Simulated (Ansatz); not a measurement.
## Fields on a plane of V3Si (A15, Cr3Si type)

```xyz
8
Lattice="4.6495 0.0000 0.0000 0.0000 4.6495 0.0000 0.0000 0.0000 4.6495" Properties=species:S:1:pos:R:3 pbc="T T T"
V      1.1624     0.0000     2.3248
V      3.4871     0.0000     2.3248
V      0.0000     2.3248     1.1624
V      0.0000     2.3248     3.4871
V      2.3248     1.1624     0.0000
V      2.3248     3.4871     0.0000
Si     0.0000     0.0000     0.0000
Si     2.3248     2.3248     2.3248
```

The slice is a {210} plane (indices of the conventional cell) through the point (0.500, 0.500, 0.500) (fractional), spanned by u = [100] and v = [021] in vectors of this cell: u (4.65 Å) and v (10.40 Å, at 90° to u). It covers one period; positions are fractions (u, v).

Atoms on it: Si at (0.00, 0.00). Other atoms lie within 1 Å of the plane.

Calculation: PBEsol (plane waves to 420 eV, PAW, scalar-relativistic; Ansatz, a quantum-chemistry and plane-wave program). k mesh 10×10×10. Near the nuclei the fields are pseudised (PAW); where an atom keeps semicore shells as valence, they peak there. V3Si is run without spin polarisation. V3Si was relaxed with its symmetry unable to fall.

```
|xx++@@##::....::##@@++|
|@@@@%%**::....::**%%@@|
|%%**--::--------::--**|
|**--    ..++++..    --|
|**--      ****      --|
|##++..  --%%%%--  ..++|
|----==++##@@@@##++==--|
|..  ..**%%@@@@%%**..  |
|@@**  ==++====++==  **|
|@@**  ==::    ::==  **|
|==....++::....::++....|
|..::++##--::::--##++::|
|==....++::....::++....|
|@@**  ==::    ::==  **|
|@@**  ==++====++==  **|
|..  ..**%%@@@@%%**..  |
|----==++##@@@@##++==--|
|##++..  --%%%%--  ..++|
|**--      ****      --|
|**--    ..++++..    --|
|%%**--::--------::--**|
|@@@@%%**::....::**%%@@|
|xx++@@##::....::##@@++|
|xxxx@@##--....--##@@xx|
```
Scale: ten equal steps from 0.13 (start of ' ') to 0.70 (end of '@'), in the order ' .:-=+*#%@'. Values: electron localisation function (ELF). The map has 11 points along u (two characters each, u = 0 at the left) and 24 along v (v = 0 in the bottom row). Points within 0.5 Å of a nucleus are blanked (x), as the pseudised field means little there.

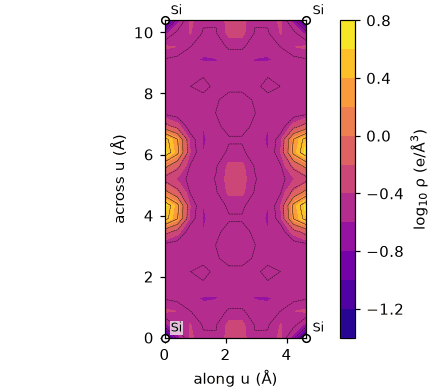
Figure. Log₁₀ of the valence density in e/Å³, one period of the plane, atoms marked. The scale is logarithmic, as a density can span decades between atoms and voids.
